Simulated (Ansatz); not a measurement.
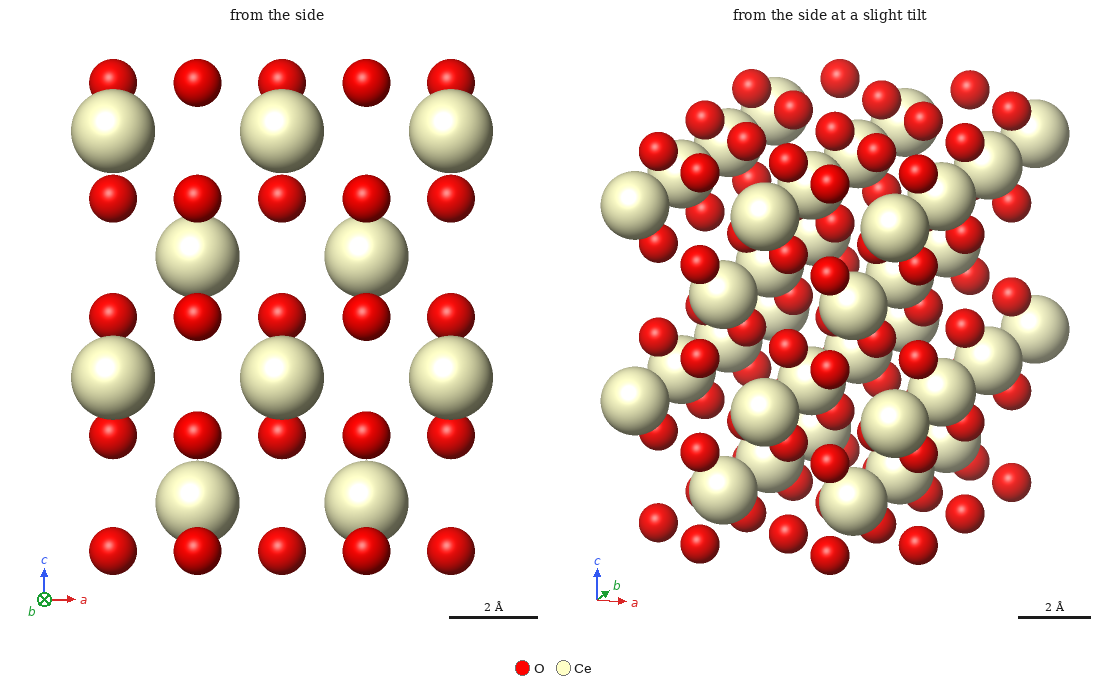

A spheres-only picture of a periodic slab, seen from the side and from the side at a slight tilt. The surface normal points up in side views; the vacuum is left out. 2×3 cells are drawn in the plane, with atoms at the edges repeated.

The cell holds 4 Ce, 10 O. The slab was cut from bulk CeO2 (Fm-3m).

> Give the termination of both faces.

The top face ends in O, the bottom face in O. The two faces are alike.

> Read the thickness off the scale bar.

About 11 Å from the lowest to the highest atom.

> Name the atomic layers in order from the top face down.

Nine planes: O / Ce / O / Ce / O / Ce / O / Ce / O.

> Along which plane was the crystal cut?

(1 0 0).

It goes back to a structure type filled with these elements by a generator (whether the compound takes this form wasn't checked); a slab was cut from it. The atoms were relaxed in a fixed cell with Ansatz, DFT PBE, scalar-relativistic, plane waves, PAW.
